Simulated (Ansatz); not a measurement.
# SiHF3 (SMILES F[SiH](F)F): CCSD/def2-SVPD

Aim: the electronic atomisation energy of SiHF3 at CCSD/def2-SVPD, from 4 runs. 

The results are computed with Ansatz 0.2.0.

55 further runs of the same task are left out: 55 set aside as unsound or not needed.

### Step 1. The structure to begin with

SiHF3: 5 atoms, total charge 0, spin state singlet. As SMILES, `F[SiH](F)F`. The shape is that of a PBE0-D4/def2-TZVP optimisation.

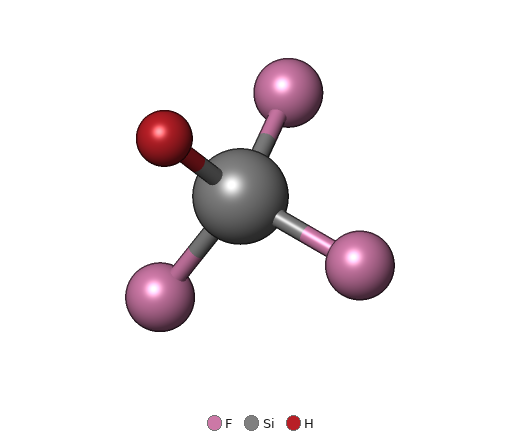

Viewed from a chosen angle; fluorine pink, silicon grey, hydrogen red.

### Step 2. The energy at CCSD/def2-SVPD

in.yaml reads:

```yaml
crystal:
  periodic: [false, false, false]
  atoms:
    - {symbol: F, position_ang: [-0.447100, -0.082200, 1.491300]}
    - {symbol: Si, position_ang: [0.040700, 0.001700, -0.001800]}
    - {symbol: F, position_ang: [-0.597100, 1.281400, -0.657200]}
    - {symbol: F, position_ang: [-0.495900, -1.263300, -0.767200]}
    - {symbol: H, position_ang: [1.499400, 0.062400, -0.065100]}
basis:
  gaussian:
    orbitals: def2-SVPD
correlation:
  method: ccsd
  frozen_orbitals: {F: 1, H: 0, Si: 5}
accuracy: high
scf:
  omitted_lower_state_checks: [cluster_reference, increment]
```

Launch:

```console
$ ansatz run in.yaml --threads 1 --pin off --max-ram 3480MiB --events-out events.jsonl --progress --plain --runs-dir runs
```

What it wrote, shortened:

```text
Warning: RAYON_NUM_THREADS=1 ignored (pool sized by the plan → 1); use --threads N
Functional definition: HF
  name "HF"
[...]
1966 factors; integrals over basis functions are off by at most 3.3e-9 eV
[...]
mean field -15992.40554067 eV, -587.7100635778 hartree, gradient 2.1e-8 eV, S^2 0.000000; 0 other end points of the search recorded, 0 dependent functions left out
8 core orbitals not correlated: weight in the atoms' cores, before any rotation towards them, 1.000 or more for the frozen orbitals, at most 0.000 for the correlated occupied ones
reference -15992.40554067 eV, -587.7100635778 hartree; 13, 13 occupied and 80, 80 virtual orbitals, 1966 factors
second order -18.48910131 eV of doubles, -0.00000000 eV of singles
cycle   1  -18.32124378 eV  change    1.7e-1 eV  update   1.0e-1
[...]
cycle  18  -18.81129208 eV  change  -9.2e-10 eV  update   1.4e-9
Total energy: -16011.21683275 eV, -588.4013658109 hartree
Checks for a lower state left out: cluster_reference, increment
```

It took 20 s on 1 thread of Arm Neoverse V2, shared host; peak memory 0.7 GiB.

### Step 3. The F atom at the same level

input.yaml reads:

```yaml
crystal:
  periodic: [false, false, false]
  atoms:
    - {symbol: F, position_ang: [0.000000, 0.000000, 0.000000]}
basis:
  gaussian: {orbitals: def2-SVPD}
magnetization: {spin_polarized: true, initial_magnetization: 1}
correlation: {method: ccsd, frozen_orbitals: {F: 1}}
accuracy: high
scf: {omitted_lower_state_checks: [cluster_reference, increment]}
```

Run the same way, it converges to -99.44764 Eh (log not shown).

### Step 4. The H atom: the energy at UHF/def2-SVPD

molecule.yaml reads:

```yaml
crystal:
  periodic: [false, false, false]
  atoms:
    - {symbol: H, position_ang: [0.000000, 0.000000, 0.000000]}
basis:
  gaussian:
    orbitals: def2-SVPD
magnetization:
  spin_polarized: true
  initial_magnetization: 1
hamiltonian:
  xc: hf
accuracy: high
```

Run the same way, it converges to -0.49928 Eh (log not shown).

### Step 5. The Si atom

in.yaml reads:

```yaml
crystal:
  periodic: [false, false, false]
  atoms:
    - {symbol: Si, position_ang: [0.000000, 0.000000, 0.000000]}
basis:
  gaussian: {orbitals: def2-SVPD}
correlation: {method: ccsd, frozen_orbitals: {Si: 5}}
scf: {omitted_lower_state_checks: [cluster_reference, increment]}
magnetization: {spin_polarized: true, initial_magnetization: 2}
accuracy: high
```

Run the same way, it converges to -288.82047 Eh (log not shown).

### Step 6. Summary of results

Level: CCSD/def2-SVPD, 8 core orbitals frozen.

| quantity | value |
| --- | --- |
| molecule: total energy | -588.40137 Eh |
| molecule: correlation energy (8 core orbitals frozen) | -691.3 mEh |
| molecule: T1 diagnostic | 0.014 |
| F atom: total energy | -99.44764 Eh |
| F atom: correlation energy (1 core orbital frozen) | -158.0 mEh |
| F atom: ⟨S²⟩ of the reference determinant | 0.754 |
| F atom: T1 diagnostic | 0.010 |
| H atom: total energy | -0.49928 Eh |
| H atom: ⟨S²⟩ | 0.750 |
| Si atom: total energy | -288.82047 Eh |
| Si atom: correlation energy (5 core orbitals frozen) | -66.2 mEh |
| Si atom: ⟨S²⟩ of the reference determinant | 2.014 |
| Si atom: T1 diagnostic | 0.011 |
| electronic atomisation energy | 20.101 eV |

**Reading.** Taking the molecule apart into free atoms costs 20.10 eV (1939 kJ/mol), before zero-point energy and without spin-orbit coupling.
